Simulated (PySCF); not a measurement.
# C₃H₈O₂Si: electronic excitations and core binding energies

Aim: predict the electronic excitations and core binding energies of C₃H₈O₂Si (`COC[SiH2]C=O`).

The runs use PySCF 2.14.0, with density-fitted response routines of our own; the level of theory stands in each step. All values are computed, except where a source is named. Atoms are numbered from 0 throughout.

## Step 1: The molecule as given

14 atoms, charge 0, multiplicity 1; geometry from: GFN2-xTB.

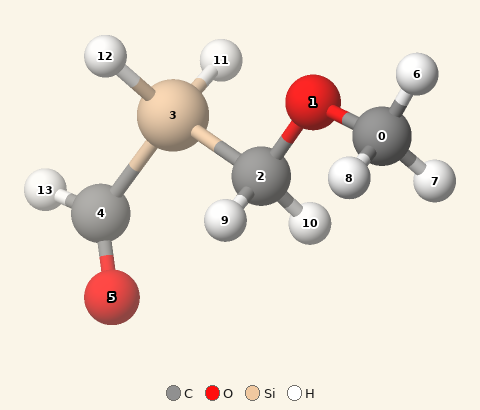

The starting geometry (carbon grey, oxygen red, silicon light orange, hydrogen white), atoms numbered.

## Step 2: TDDFT and polarisability: B3LYP/def2-SVPD

Job settings and geometry (Å):

```
{"job": {"kind": "uv", "xc": "B3LYP", "basis": "def2-SVPD", "nstates": 8, "ntriplets": 3}, "charge": 0, "multiplicity": 1}
C     -2.526717     0.189829     0.546208
O     -1.229989    -0.302100     0.766419
C     -0.281665     0.193196    -0.161092
Si     1.384653    -0.589052     0.313611
C      2.707863     0.059486    -0.927815
O      2.475364     0.823627    -1.829554
H     -3.165239    -0.252837     1.308536
H     -2.893472    -0.091818    -0.449094
H     -2.556163     1.283545     0.632805
H     -0.247249     1.291993    -0.117035
H     -0.581542    -0.069492    -1.186621
H      1.353241    -2.047402     0.190718
H      1.811380    -0.184247     1.654144
H      3.748854    -0.305201    -0.788284
```

Level: TDDFT B3LYP/def2-SVPD, vertical, gas phase, core orbitals frozen in the response.

Started as:

```sh
$ OMP_NUM_THREADS=1 python probes_run.py task.json out
```

The driver reads the jobs from task.json and runs them one after another.

The log of the run:

```text
coarse grid: 12016 points
cycle   1  E = -558.5237849202  dE =  5.397e-01  |g| = 8.729e-01  |ddm| = 4.670e+00
cycle   2  E = -557.8928445957  dE =  6.309e-01  |g| = 1.950e+00  |ddm| = 2.432e+00
cycle   3  E = -558.6735299204  dE = -7.807e-01  |g| = 1.786e-01  |ddm| = 1.906e+00
cycle   4  E = -558.6771666032  dE = -3.637e-03  |g| = 1.305e-01  |ddm| = 2.274e-01
cycle   5  E = -558.6802977131  dE = -3.131e-03  |g| = 1.851e-02  |ddm| = 1.016e-01
cycle   6  E = -558.6803641402  dE = -6.643e-05  |g| = 6.323e-03  |ddm| = 2.212e-02
cycle   7  E = -558.6803736330  dE = -9.493e-06  |g| = 1.251e-03  |ddm| = 7.955e-03
final grid: 110944 points
cycle   8  E = -558.7761726257  dE = -2.609e-05  |g| = 6.903e-03  |ddm| = 7.715e-02
cycle   9  E = -558.7761511654  dE =  2.146e-05  |g| = 1.258e-02  |ddm| = 1.634e-02
cycle  10  E = -558.7761820022  dE = -3.084e-05  |g| = 2.123e-03  |ddm| = 9.917e-03
cycle  11  E = -558.7761829690  dE = -9.668e-07  |g| = 2.041e-04  |ddm| = 1.879e-03
cycle  12  E = -558.7761829746  dE = -5.570e-09  |g| = 1.331e-04  |ddm| = 3.142e-04
cycle  13  E = -558.7761829780  dE = -3.422e-09  |g| = 2.503e-05  |ddm| = 1.162e-04
cycle  14  E = -558.7761829781  dE = -1.501e-10  |g| = 6.331e-06  |ddm| = 3.810e-05
converged SCF energy = -558.7761829781

Static polarisability (au): isotropic 73.735, principal 58.989 73.582 88.635

Singlet excitations
state   eV       nm        f      main configurations
  1   3.2381    382.9   0.00041   H->L 0.99
  2   5.0002    248.0   0.00298   H-1->L 1.00
  3   5.9389    208.8   0.00118   H-2->L 0.98
  4   6.0124    206.2   0.00257   H->L+1 0.75, H->L+2 0.19
  5   6.0941    203.4   0.04373   H->L+2 0.79, H->L+1 0.19
  6   6.5667    188.8   0.00822   H-1->L+1 0.96
  7   6.8781    180.3   0.00662   H-1->L+2 0.96
  8   6.9740    177.8   0.00444   H->L+3 0.57, H->L+4 0.30

Triplet excitations (Tamm-Dancoff, eV): 2.5611 4.9818 5.7374
```

It took 50 s on 1 thread of Arm Neoverse N1, shared host; peak memory 0.76 GiB.

The orbitals next to the gap, with their largest atomic shares:

```tsv
orbital	eV	atoms
HOMO−3	-9.73	O1 24 %, C0 21 %, C2 18 %
HOMO−2	-8.67	O1 33 %, C2 26 %, Si3 15 %
HOMO−1	-7.51	O1 62 %, C0 10 %, C2 10 %
HOMO	-6.83	O5 51 %, C4 21 %, Si3 11 %
LUMO	-1.83	C4 42 %, O5 36 %, Si3 11 %
LUMO+1	0.07	Si3 23 %, C2 15 %, C0 11 %
LUMO+2	0.20	Si3 36 %, C4 16 %, H12 10 %
```

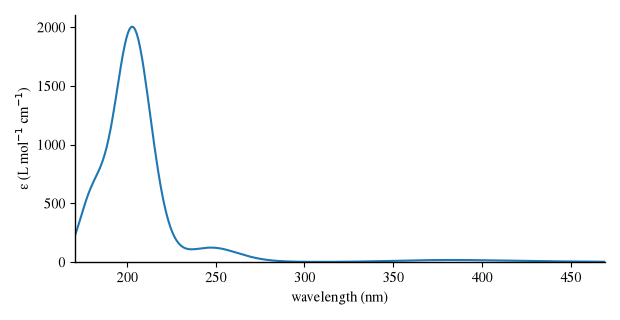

Absorption spectrum: each of the 8 states is a Gaussian band of 0.4 eV half-width at 1/e. Beyond the last state computed it falls off for lack of states.

Further results of this job:

```tsv
property	computed
dipole moment (D)	1.36
polarisability (Å³)	10.93
HOMO–LUMO gap (eV)	5.00
−ε(HOMO) (eV)	6.83
```

## Step 3: Core holes by ΔSCF: SCAN, X2C

The job, as its differences from that of step 2:

```diff
@@ -1,2 +1,2 @@
-{"job": {"kind": "uv", "xc": "B3LYP", "basis": "def2-SVPD", "nstates": 8, "ntriplets": 3}, "charge": 0, "multiplicity": 1}
+{"job": {"kind": "xps"}, "charge": 0, "multiplicity": 1}
 C     -2.526717     0.189829     0.546208
```

Level: delta-SCF UKS SCAN, pcX-2 on the ionised atom, pcseg-1 elsewhere, spin-free X2C.

The log of the run:

```text
ground state, core basis on atom 0 (C), 159 functions
  cycle   1  E = -559.41828745  |g| = 7.95e-01
  cycle   2  E = -558.79062008  |g| = 1.87e+00
  cycle   3  E = -559.53628897  |g| = 2.48e-01
  cycle   4  E = -559.54694918  |g| = 1.25e-01
  cycle   5  E = -559.54982697  |g| = 3.59e-02
  cycle   6  E = -559.55007374  |g| = 9.13e-03
  cycle   7  E = -559.55009252  |g| = 2.14e-03
  cycle   8  E = -559.55009425  |g| = 7.98e-04
  cycle   9  E = -559.55009417  |g| = 1.67e-04
  E(ground) = -559.59389134 Eh
hole in C 1s of atom 0
  cycle   1  E = -548.26422122  |g| = 1.50e+00
  cycle   2  E = -545.49433055  |g| = 2.44e+00
  cycle   3  E = -545.47953908  |g| = 1.95e+00
  cycle   4  E = -548.68945323  |g| = 5.57e-01
  cycle   5  E = -548.73575659  |g| = 4.41e-01
  cycle   6  E = -548.79658457  |g| = 2.07e-01
  cycle   7  E = -548.81427509  |g| = 3.91e-02
  cycle   8  E = -548.81492663  |g| = 1.29e-02
  cycle   9  E = -548.81502722  |g| = 4.41e-03
  cycle  10  E = -548.81503761  |g| = 2.03e-03
  cycle  11  E = -548.81504130  |g| = 1.12e-03
  cycle  12  E = -548.81504175  |g| = 6.15e-04
  cycle  13  E = -548.81504265  |g| = 1.29e-04
  E(ion) = -548.85765379 Eh   <S^2> = 0.7738   hole on atom = 1.000   binding energy = 292.148 eV
ground state, core basis on atom 1 (O), 159 functions
  cycle   1  E = -559.57840859  |g| = 9.34e-02
  cycle   2  E = -559.57825315  |g| = 3.71e-02
  cycle   3  E = -559.57808039  |g| = 4.93e-02
  cycle   4  E = -559.57851759  |g| = 5.16e-03
  cycle   5  E = -559.57852247  |g| = 1.05e-03
  cycle   6  E = -559.57852347  |g| = 5.63e-04
  cycle   7  E = -559.57852339  |g| = 3.21e-05
  E(ground) = -559.62103237 Eh
hole in O 1s of atom 1
  cycle   1  E = -538.96793344  |g| = 2.22e+00
  cycle   2  E = -536.61444293  |g| = 2.74e+00
  cycle   3  E = -536.98050968  |g| = 1.76e+00
  cycle   4  E = -539.69957989  |g| = 3.88e-01
  cycle   5  E = -539.73499549  |g| = 3.62e-01
  cycle   6  E = -539.77937748  |g| = 1.70e-01
  cycle   7  E = -539.79070852  |g| = 3.34e-02
  cycle   8  E = -539.79122705  |g| = 1.27e-02
  cycle   9  E = -539.79129724  |g| = 2.89e-03
  cycle  10  E = -539.79129944  |g| = 8.30e-04
  cycle  11  E = -539.79130056  |g| = 2.85e-04
  E(ion) = -539.83393106 Eh   <S^2> = 0.7628   hole on atom = 1.000   binding energy = 538.434 eV
ground state, core basis on atom 2 (C), 159 functions
  cycle   1  E = -559.55099650  |g| = 6.67e-02
  cycle   2  E = -559.55043235  |g| = 6.70e-02
  cycle   3  E = -559.55107770  |g| = 3.02e-02
  cycle   4  E = -559.55124620  |g| = 3.07e-03
  cycle   5  E = -559.55124697  |g| = 1.48e-03
  cycle   6  E = -559.55124716  |g| = 3.26e-04
  E(ground) = -559.59487256 Eh
hole in C 1s of atom 2
  cycle   1  E = -548.26386819  |g| = 1.51e+00
  cycle   2  E = -545.24558035  |g| = 2.57e+00
  cycle   3  E = -545.67564277  |g| = 1.94e+00
  cycle   4  E = -548.70636954  |g| = 5.63e-01
  cycle   5  E = -548.74621115  |g| = 4.65e-01
  cycle   6  E = -548.81652704  |g| = 2.04e-01
  cycle   7  E = -548.83364485  |g| = 4.50e-02
  cycle   8  E = -548.83442757  |g| = 1.51e-02
  cycle   9  E = -548.83457222  |g| = 4.42e-03
  cycle  10  E = -548.83458454  |g| = 2.08e-03
  cycle  11  E = -548.83458633  |g| = 1.04e-03
  cycle  12  E = -548.83458915  |g| = 4.69e-04
  E(ion) = -548.87694010 Eh   <S^2> = 0.7736   hole on atom = 1.000   binding energy = 291.650 eV
ground state, core basis on atom 3 (Si), 170 functions
  cycle   1  E = -559.64279671  |g| = 2.86e-01
  cycle   2  E = -559.64282171  |g| = 3.42e-02
  cycle   3  E = -559.64256311  |g| = 4.46e-02
  cycle   4  E = -559.64286166  |g| = 2.08e-02
  cycle   5  E = -559.64294247  |g| = 3.90e-03
  cycle   6  E = -559.64294584  |g| = 5.79e-04
  cycle   7  E = -559.64294749  |g| = 1.50e-04
  E(ground) = -559.64574176 Eh
hole in Si 1s of atom 3
  cycle   1  E = -490.71481593  |g| = 4.35e+00
  cycle   2  E = -490.36142247  |g| = 2.37e+00
  cycle   3  E = -490.80765245  |g| = 1.37e+00
  cycle   4  E = -491.57329114  |g| = 7.14e-01
  cycle   5  E = -491.73926028  |g| = 2.90e-01
  cycle   6  E = -491.77558010  |g| = 6.96e-02
  cycle   7  E = -491.77727577  |g| = 3.41e-02
  cycle   8  E = -491.77771035  |g| = 1.11e-02
  cycle   9  E = -491.77776160  |g| = 2.63e-03
  cycle  10  E = -491.77776460  |g| = 5.21e-04
  cycle  11  E = -491.77776532  |g| = 2.30e-04
  E(ion) = -491.78872171 Eh   <S^2> = 0.7526   hole on atom = 1.000   binding energy = 1846.484 eV
hole in Si 2p of atom 3
  cycle   1  E = -555.37171623  |g| = 1.24e+00
  cycle   2  E = -554.95084498  |g| = 1.36e+00
  cycle   3  E = -555.45033053  |g| = 7.47e-01
  cycle   4  E = -555.67699734  |g| = 2.22e-01
  cycle   5  E = -555.69393158  |g| = 8.27e-02
  cycle   6  E = -555.69752374  |g| = 1.89e-02
  cycle   7  E = -555.69770306  |g| = 5.87e-03
  cycle   8  E = -555.69771228  |g| = 3.95e-03
  cycle   9  E = -555.69771860  |g| = 9.57e-04
  cycle  10  E = -555.69772015  |g| = 3.89e-04
  E(ion) = -555.71260374 Eh   <S^2> = 0.7536   hole on atom = 1.002   binding energy = 107.026 eV
  2p3/2 = 106.807 eV   2p1/2 = 107.430 eV
ground state, core basis on atom 4 (C), 159 functions
  cycle   1  E = -559.55323303  |g| = 6.09e-02
  cycle   2  E = -559.55327084  |g| = 2.28e-02
  cycle   3  E = -559.55334218  |g| = 1.80e-02
  cycle   4  E = -559.55341214  |g| = 8.80e-03
  cycle   5  E = -559.55342579  |g| = 1.72e-03
  cycle   6  E = -559.55342688  |g| = 4.07e-04
  E(ground) = -559.59741823 Eh
hole in C 1s of atom 4
  cycle   1  E = -548.22278554  |g| = 1.49e+00
  cycle   2  E = -545.64279165  |g| = 2.43e+00
  cycle   3  E = -548.25733299  |g| = 1.06e+00
  cycle   4  E = -548.65704177  |g| = 5.44e-01
  cycle   5  E = -547.52796640  |g| = 1.13e+00
  cycle   6  E = -548.70784743  |g| = 3.92e-01
  cycle   7  E = -547.58603433  |g| = 1.06e+00
  cycle   8  E = -547.62523691  |g| = 1.06e+00
  cycle   9  E = -547.61750716  |g| = 1.06e+00
  cycle  10  E = -547.63366536  |g| = 1.08e+00
  cycle  11  E = -547.61028282  |g| = 1.08e+00
  cycle  12  E = -547.61893585  |g| = 1.08e+00
  cycle  13  E = -547.63177096  |g| = 1.08e+00
  cycle  14  E = -548.59945137  |g| = 4.93e-01
  cycle  15  E = -548.73968757  |g| = 2.71e-01
  cycle  16  E = -548.75858922  |g| = 1.98e-01
  cycle  17  E = -548.64793257  |g| = 4.18e-01
  cycle  18  E = -548.62977020  |g| = 4.34e-01
  cycle  19  E = -548.68766111  |g| = 3.62e-01
  cycle  20  E = -548.75445535  |g| = 2.19e-01
  cycle  21  E = -548.75485651  |g| = 2.17e-01
  cycle  22  E = -548.75502944  |g| = 2.15e-01
  cycle  23  E = -548.75501797  |g| = 2.15e-01
  cycle  24  E = -548.75420162  |g| = 2.15e-01
  cycle  25  E = -548.75529335  |g| = 2.13e-01
  cycle  26  E = -548.75316368  |g| = 2.16e-01
  cycle  27  E = -548.75694055  |g| = 2.06e-01
  cycle  28  E = -548.60317659  |g| = 4.76e-01
  cycle  29  E = -548.60922435  |g| = 4.66e-01
  cycle  30  E = -548.76874203  |g| = 1.61e-01
  cycle  31  E = -548.65457399  |g| = 4.10e-01
  cycle  32  E = -548.62325433  |g| = 4.47e-01
  cycle  33  E = -548.61915468  |g| = 4.49e-01
  cycle  34  E = -548.62100962  |g| = 4.45e-01
  cycle  35  E = -548.61624257  |g| = 4.54e-01
  cycle  36  E = -548.60524392  |g| = 4.72e-01
  cycle  37  E = -548.59324549  |g| = 4.94e-01
  cycle  38  E = -548.60913075  |g| = 4.68e-01
  cycle  39  E = -548.60803954  |g| = 4.68e-01
  cycle  40  E = -548.61209557  |g| = 4.64e-01
  cycle  41  E = -548.47582348  |g| = 7.41e-01
  cycle  42  E = -548.67495441  |g| = 4.32e-01
  cycle  43  E = -548.73919102  |g| = 2.71e-01
  cycle  44  E = -548.60027342  |g| = 4.85e-01
  cycle  45  E = -548.58100027  |g| = 5.19e-01
  cycle  46  E = -548.58742312  |g| = 5.07e-01
  cycle  47  E = -548.58936082  |g| = 5.03e-01
  cycle  48  E = -548.59802023  |g| = 4.89e-01
  cycle  49  E = -548.59438698  |g| = 4.94e-01
  cycle  50  E = -548.59818696  |g| = 4.88e-01
hole again with damping 0.5
  cycle   1  E = -548.22278554  |g| = 1.49e+00
  cycle   2  E = -545.64279165  |g| = 2.43e+00
  cycle   3  E = -544.15746325  |g| = 2.43e+00
  cycle   4  E = -531.66051317  |g| = 4.39e+00
  cycle   5  E = -485.60662610  |g| = 6.31e+00
  cycle   6  E = -526.50488375  |g| = 5.22e+00
  cycle   7  E = -547.98769442  |g| = 1.29e+00
  cycle   8  E = -548.62539011  |g| = 5.18e-01
  cycle   9  E = -548.49719712  |g| = 6.92e-01
  cycle  10  E = -548.74970683  |g| = 2.66e-01
  cycle  11  E = -548.62032986  |g| = 4.59e-01
  cycle  12  E = -548.75907183  |g| = 1.93e-01
  cycle  13  E = -548.78288680  |g| = 1.15e-01
  cycle  14  E = -548.64190527  |g| = 4.11e-01
  cycle  15  E = -548.76345976  |g| = 1.85e-01
  cycle  16  E = -548.76762955  |g| = 1.71e-01
  cycle  17  E = -548.77276683  |g| = 1.54e-01
  cycle  18  E = -548.75749850  |g| = 2.02e-01
  cycle  19  E = -548.75801206  |g| = 2.03e-01
  cycle  20  E = -548.76066611  |g| = 1.96e-01
  cycle  21  E = -548.76243305  |g| = 1.87e-01
  cycle  22  E = -548.76342023  |g| = 1.84e-01
  cycle  23  E = -548.76294173  |g| = 1.86e-01
  cycle  24  E = -548.76440458  |g| = 1.81e-01
  cycle  25  E = -548.76725768  |g| = 1.63e-01
  cycle  26  E = -548.76409995  |g| = 1.42e-01
  cycle  27  E = -548.75511300  |g| = 1.34e-01
  cycle  28  E = -547.46779623  |g| = 1.18e+00
  cycle  29  E = -548.50201578  |g| = 6.23e-01
  cycle  30  E = -548.56736166  |g| = 5.34e-01
  cycle  31  E = -548.60778307  |g| = 4.69e-01
  cycle  32  E = -548.61162484  |g| = 4.64e-01
  cycle  33  E = -548.61816914  |g| = 4.53e-01
  cycle  34  E = -548.61659947  |g| = 4.54e-01
  cycle  35  E = -548.62180635  |g| = 4.47e-01
  cycle  36  E = -548.61644701  |g| = 4.58e-01
  cycle  37  E = -548.76074765  |g| = 2.01e-01
  cycle  38  E = -548.76763464  |g| = 1.71e-01
  cycle  39  E = -548.75105442  |g| = 2.44e-01
  cycle  40  E = -548.63094793  |g| = 4.38e-01
  cycle  41  E = -548.62031439  |g| = 4.53e-01
  cycle  42  E = -548.62168958  |g| = 4.46e-01
  cycle  43  E = -548.62028128  |g| = 4.48e-01
  cycle  44  E = -548.62879880  |g| = 4.39e-01
  cycle  45  E = -548.77170110  |g| = 1.82e-01
  cycle  46  E = -548.71474423  |g| = 3.29e-01
  cycle  47  E = -548.62255223  |g| = 4.45e-01
  cycle  48  E = -548.64217014  |g| = 4.26e-01
  cycle  49  E = -548.77420605  |g| = 1.45e-01
  cycle  50  E = -548.64639874  |g| = 4.21e-01
  cycle  51  E = -548.65903141  |g| = 4.07e-01
  cycle  52  E = -548.71681297  |g| = 3.24e-01
  cycle  53  E = -548.79277388  |g| = 2.29e-02
  cycle  54  E = -548.65148753  |g| = 4.14e-01
  cycle  55  E = -548.69565835  |g| = 3.57e-01
  cycle  56  E = -548.77330464  |g| = 1.72e-01
  cycle  57  E = -548.79210834  |g| = 2.98e-02
  cycle  58  E = -548.69980115  |g| = 3.51e-01
  cycle  59  E = -548.68139647  |g| = 3.77e-01
  cycle  60  E = -548.72806706  |g| = 3.00e-01
  cycle  61  E = -548.65680104  |g| = 4.05e-01
  cycle  62  E = -548.66470564  |g| = 3.96e-01
  cycle  63  E = -548.66577542  |g| = 3.96e-01
  cycle  64  E = -548.64395843  |g| = 4.19e-01
  cycle  65  E = -548.64071814  |g| = 4.22e-01
  cycle  66  E = -548.63915736  |g| = 4.23e-01
  cycle  67  E = -548.64093116  |g| = 4.21e-01
  cycle  68  E = -548.76097308  |g| = 1.98e-01
  cycle  69  E = -548.76731688  |g| = 1.63e-01
  cycle  70  E = -548.76899789  |g| = 1.57e-01
  cycle  71  E = -548.60767354  |g| = 4.73e-01
  cycle  72  E = -548.58563147  |g| = 5.11e-01
  cycle  73  E = -548.58935721  |g| = 5.05e-01
  cycle  74  E = -548.60071101  |g| = 4.84e-01
  cycle  75  E = -548.60698509  |g| = 4.72e-01
  cycle  76  E = -548.60709851  |g| = 4.72e-01
  cycle  77  E = -548.61044269  |g| = 4.67e-01
  cycle  78  E = -548.61288965  |g| = 4.60e-01
  cycle  79  E = -548.63191341  |g| = 4.36e-01
  cycle  80  E = -548.61739387  |g| = 4.55e-01
hole again, all orbitals by overlap
  cycle   1  E = -548.22278554  |g| = 1.49e+00
  cycle   2  E = -547.11164446  |g| = 2.11e+00
  cycle   3  E = -548.09505282  |g| = 1.30e+00
  cycle   4  E = -548.27307660  |g| = 1.11e+00
  cycle   5  E = -548.36933953  |g| = 9.91e-01
  cycle   6  E = -545.92812688  |g| = 2.49e+00
  cycle   7  E = -548.77366212  |g| = 1.35e-01
  cycle   8  E = -548.77708471  |g| = 8.89e-02
  cycle   9  E = -548.78087689  |g| = 3.32e-02
  cycle  10  E = -548.78148134  |g| = 1.83e-02
  cycle  11  E = -548.78190419  |g| = 1.01e-02
  cycle  12  E = -548.78217993  |g| = 7.14e-03
  cycle  13  E = -548.78230472  |g| = 3.35e-03
  cycle  14  E = -548.78231078  |g| = 1.52e-03
  cycle  15  E = -548.78231366  |g| = 1.23e-03
  cycle  16  E = -548.78231506  |g| = 2.00e-04
  E(ion) = -548.82448241 Eh   <S^2> = 0.8660   hole on atom = 1.000   binding energy = 293.147 eV
ground state, core basis on atom 5 (O), 159 functions
  cycle   1  E = -559.57769971  |g| = 9.37e-02
  cycle   2  E = -559.57706145  |g| = 6.34e-02
  cycle   3  E = -559.57632974  |g| = 8.92e-02
  cycle   4  E = -559.57782358  |g| = 6.50e-03
  cycle   5  E = -559.57783517  |g| = 6.70e-04
  cycle   6  E = -559.57783491  |g| = 3.62e-04
  E(ground) = -559.61974862 Eh
hole in O 1s of atom 5
  cycle   1  E = -538.96166688  |g| = 2.22e+00
  cycle   2  E = -537.11352127  |g| = 2.53e+00
  cycle   3  E = -538.92159020  |g| = 1.31e+00
  cycle   4  E = -539.74701569  |g| = 3.65e-01
  cycle   5  E = -538.68182789  |g| = 9.92e-01
  cycle   6  E = -539.77000414  |g| = 2.26e-01
  cycle   7  E = -538.80166793  |g| = 1.03e+00
  cycle   8  E = -538.76711749  |g| = 1.03e+00
  cycle   9  E = -538.77325312  |g| = 1.03e+00
  cycle  10  E = -538.76539608  |g| = 1.03e+00
  cycle  11  E = -538.77513677  |g| = 1.03e+00
  cycle  12  E = -538.76774624  |g| = 1.03e+00
  cycle  13  E = -538.76286610  |g| = 1.03e+00
  cycle  14  E = -539.79828637  |g| = 5.54e-02
  cycle  15  E = -539.76622376  |g| = 2.26e-01
  cycle  16  E = -539.78332920  |g| = 1.64e-01
  cycle  17  E = -539.78961202  |g| = 1.31e-01
  cycle  18  E = -539.79718843  |g| = 7.70e-02
  cycle  19  E = -539.79889250  |g| = 5.61e-02
  cycle  20  E = -539.79715673  |g| = 6.92e-02
  cycle  21  E = -539.79841415  |g| = 6.17e-02
  cycle  22  E = -539.80110215  |g| = 4.87e-03
  cycle  23  E = -539.80098942  |g| = 1.36e-02
  cycle  24  E = -539.80106685  |g| = 8.01e-03
  cycle  25  E = -539.80111650  |g| = 3.26e-04
  cycle  26  E = -539.80111722  |g| = 3.59e-04
  E(ion) = -539.84329351 Eh   <S^2> = 1.0012   hole on atom = 1.000   binding energy = 538.145 eV
```

It took 4.4 min on 1 thread of Arm Neoverse N1, shared host; peak memory 0.61 GiB.

Binding energies by hole, beside the orbital energy of the ground state; the difference holds orbital relaxation and, for a density functional, its self-interaction error:

```tsv
hole	stands for	environment	ΔSCF (eV; 2p as the shell's mean)	−ε (eV)	⟨S²⟩
C1s on C0	C0	methyl carbon bonded to O	292.15	274.8	0.774
O1s on O1	O1	ether oxygen	538.43	516.8	0.763
C1s on C2	C2	sp3 CH2 bonded to O and Si	291.65	274.8	0.774
Si1s on Si3	Si3	silicon bonded to 2 C, 2 H	1846.48	1793.4	0.753
Si2p on Si3	Si3	silicon bonded to 2 C, 2 H	107.01	96.3	0.754
C1s on C4	C4	carbonyl carbon	293.15 (doubtful)	276.0	0.866
O1s on O5	O5	carbonyl oxygen	538.14 (doubtful)	517.0	1.001
```

Doubtful: the ion did not converge, its hole moved, or its ⟨S²⟩ is well above 0.75.

With the spin-orbit splitting: Si3 2p3/2 106.81, 2p1/2 107.43 eV. The table gives each 2p level as the mean over the whole 2p shell (two parts 2p3/2, one part 2p1/2), which differs a little from the single hole in the log.

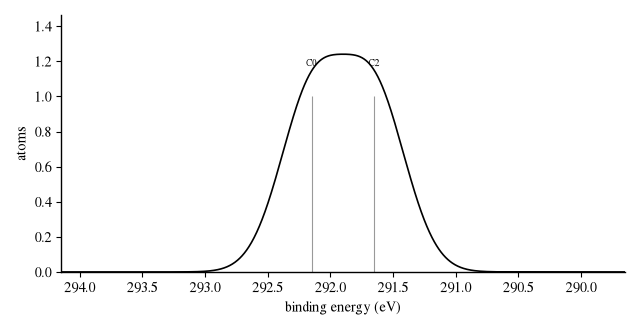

The C1s photoelectron lines, weighted by the number of atoms. Only 2 of the 3 C atoms are covered by sound results. Lines are broadened to a width of 0.60 eV (Gaussian).

## Step 4: Summary of results

| quantity | value |
| --- | --- |
| lowest singlet (B3LYP/def2-SVPD) | 3.24 eV (383 nm), f = 0.000 |
| brightest single state of those computed | state 5, 6.09 eV, f = 0.044 |
| lowest triplet | 2.56 eV |
| C1s binding energies, SCAN/pcX-2 (standing for 2 of 3 atoms) | C0 292.15, C2 291.65 eV |
| O1s binding energies, SCAN/pcX-2 (standing for 1 of 2 atoms) | O1 538.43 eV |
| Si1s binding energies, SCAN/pcX-2 | Si3 1846.48 eV |
| Si2p binding energies, SCAN/pcX-2 | Si3 107.01 eV |

**Reading.** The lowest singlet, at 3.24 eV, is HOMO→LUMO 0.99 and is dark; of the 8 states computed, the strongest absorption comes from state 5 at 6.09 eV. The lowest triplet lies 0.68 eV below the lowest singlet (triplets in Tamm-Dancoff, singlets in full TDDFT). The C1s levels kept as sound span 0.50 eV, from C2 (sp3 CH2 bonded to O and Si) up to C0 (methyl carbon bonded to O). Only 2 of the 3 C atoms are covered by sound results.
